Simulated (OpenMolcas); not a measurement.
# Mo⁴⁺ among point charges: CASSCF and CASPT2 levels and susceptibility

How does a field of 6 point charges split the states of Mo⁴⁺, and what χT follows?

Program: OpenMolcas 26.06. Level of theory: state-averaged CASSCF and CASPT2, spin-orbit coupling by RASSI with atomic mean-field integrals. These are calculated values, not measurements, unless marked.

## 1. Starting point

```
Species                           : Mo⁴⁺ (molybdenum, Z = 42, 38 electrons)
Basis                             : ANO-RCC-VTZP [7s6p4d2f1g], 68 functions
Scalar Hamiltonian                : DKH2, point nucleus
Inactive shells                   : 1s 2s 2p 3s 3p 3d 4s 4p
Active space                      : 2 electrons in 5 orbitals (4d)
Some configurations of this space : 4d2
Orbitals                          : optimised for each spin and parity, averaged over all roots
```

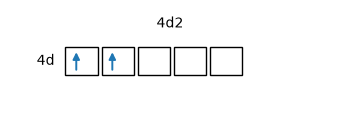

Occupation of the outer shells (arrows by Hund's rule).

The ion sits among 6 point charges of -0.85 e arranged as an octahedron (Oh), 2.06 Å from the ion.

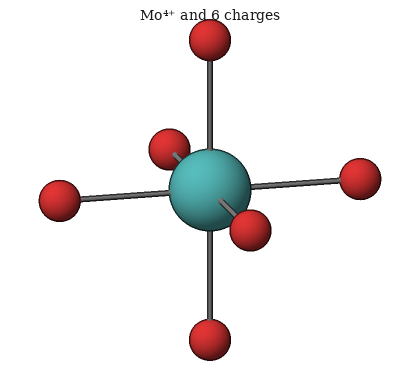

The ion and the point charges (red).

Each step is its own input file, run in one work folder so that later steps find the files of earlier ones. Labels, J, g values, rates, χT and fits are worked out afterwards by a script from the matrices that RASSI stores. The input lists half of the charges; inversion (Group=XYZ) makes the rest.

## 2. One- and two-electron integrals

Contents of a.inp:

```
&GATEWAY
Coord
1

Mo 0.0 0.0 0.0
Basis=ANO-RCC-VTZP
Group=XYZ
NoMove
AngMom=0.0 0.0 0.0
AMFI
XField
3 Angstrom 0
2.060000 0.000000 0.000000 -0.850000
0.000000 2.060000 0.000000 -0.850000
0.000000 0.000000 2.060000 -0.850000
&SEWARD
```

Started as:

```
$ OMP_NUM_THREADS=1 MOLCAS_MEM=1689 MOLCAS_PROJECT=a pymolcas a.inp > a.log
```

## 3. CASSCF: triplets of even parity, 10 roots

Contents of a.inp:

```
&RASSCF
FileOrb=start.orb
Symmetry=1
Spin=3
nActEl=2 0 0
Inactive=9 9
Ras2=5 0
CIRoot=10 10 1
SDav=10
CIMx=300
Iter=120 100
PrWF=0.3
OrbListing=Nothing
MaxOrb=0
>>> COPY $Project.JobIph JOB001
```

start.orb holds the contracted functions of the basis, ordered by shell, or the orbitals of the step before.

## 4. Reference wave functions, singlets of even parity, 15 roots

Contents of a.inp:

```
&RASSCF
FileOrb=start.orb
Symmetry=1
Spin=1
nActEl=2 0 0
Inactive=9 9
Ras2=5 0
CIRoot=15 15 1
SDav=15
CIMx=300
Iter=120 100
PrWF=0.3
OrbListing=Nothing
MaxOrb=0
>>> COPY $Project.JobIph JOB002
```

## 5. State interaction with spin-orbit coupling

Contents of a.inp:

```
&RASSI
NrOfJobIphs=2 10 15
1 2 3 4 5 6 7 8 9 10
1 2 3 4 5 6 7 8 9 10 11 12 13 14 15
IphNames
JOB001
JOB002
EJob
SpinOrbit
DIPRint=1.0
SOCoupling=1000.0
Subsets=2
Property=9
'ANGMOM' 1 'ANGMOM' 2 'ANGMOM' 3 'MLTPL  1' 1 'MLTPL  1' 2 'MLTPL  1' 3
'AMFI' 1 'AMFI' 2 'AMFI' 3
SOProperty=3
'ANGMOM' 1 'ANGMOM' 2 'ANGMOM' 3
```

## 6. CASPT2: IPEA 0.25, imaginary shift 0.1 (closed shells correlated: 4s 4p)

Contents of a.inp:

```
>>> COPY JOB001 $Project.JobIph
&CASPT2
Multistate=10 1 2 3 4 5 6 7 8 9 10
NoMult
Frozen=8 6
IPEA=0.25
Imaginary=0.1
MaxIter=60
WThr=0.0 0.3 0.05
PrWF=0.5
NoMix
>>> COPY JOB002 $Project.JobIph
&CASPT2
Multistate=15 1 2 3 4 5 6 7 8 9 10 11 12 13 14 15
NoMult
Frozen=8 6
IPEA=0.25
Imaginary=0.1
MaxIter=60
WThr=0.0 0.3 0.05
PrWF=0.5
NoMix
```

(Steps that only read results are left out.)

Q: Predict the outcome of this session. Wanted: spin-free ground state; first state of the same spin within the active space; lowest level; next level.

The runs gave:

| quantity | value |
| --- | --- |
| method | SS-CASPT2, IPEA 0.25, imaginary shift 0.1 (closed shells correlated: 4s 4p) |
| spin-free ground state | 3T1, 3-fold in its orbital part |
| first state of the same spin within the active space | 3T2 at 3370 cm⁻¹ |
| lowest level | 2-fold E, g = 0.00, 0.00, 0.00 |
| next level | 294.0 cm⁻¹ |
| χT at 300 K | 0.20 cm³ K/mol |
| effective moment at 300 K | 1.27 μB |

Cost by method:

```csv
method,time of its own steps,time with the reference
A. CASSCF,4.6 s,4.6 s
"B. SS-CASPT2, IPEA 0.25, imaginary shift 0.1, +4s 4p",2.8 s,7.4 s
```

Times are of one thread on a shared host.

In words: The spin-free ground state (3T1) comes to 99 % from free-ion F terms and keeps the highest spin of the shell. χT at 300 K is 0.20, against 1.00 cm³ K/mol for the spin alone, so spin-orbit coupling lowers it. A ligand-field fit to the states below 45000 cm-1 gives 10Dq = 4565 cm-1, B = 717 cm-1 and C = 2843 cm-1 (C/B = 3.97), with a deviation of 272 cm-1. CASPT2 does not keep the components of a term degenerate, and the means are used. The field of point charges can differ much from that of real complexes. This is an electrostatic model: the charges have no orbitals.
